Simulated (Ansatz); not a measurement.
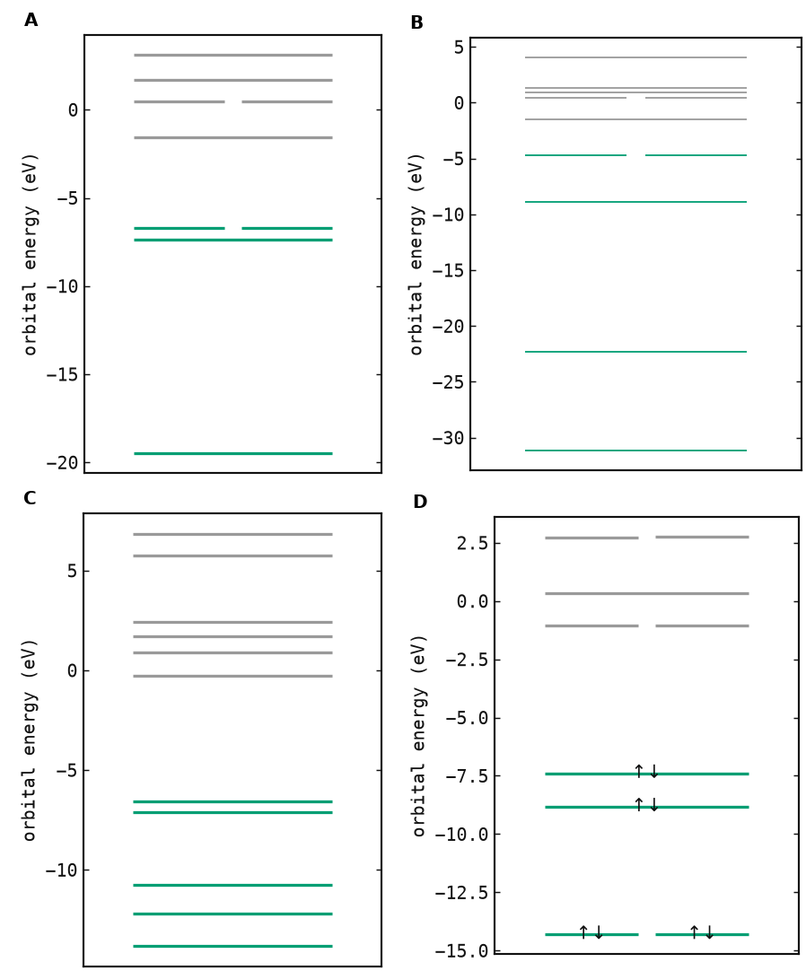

Kohn-Sham orbital energies near the frontier, HSE06/def2-TZVPP, the Ansatz code, at a PBE0-D4/def2-TZVP geometry (a minimum by its frequencies), isolated molecule; empty levels in grey, levels within 0.03 eV side by side.

### Assign the panels.
1. LiCl, singlet
2. NH₃S, SMILES NS
3. NaHO, SMILES [OH][Na], singlet
4. CdH₂, SMILES [CdH2], singlet

A: 1 (HOMO −6.71 eV, LUMO −1.57 eV)
B: 3 (HOMO −4.67 eV, LUMO −1.50 eV)
C: 2 (HOMO −6.59 eV, LUMO −0.26 eV)
D: 4 (HOMO −7.39 eV, LUMO −1.06 eV)

Caveats, for all or some of the runs: core potentials past krypton; empty levels above zero depend strongly on the basis.
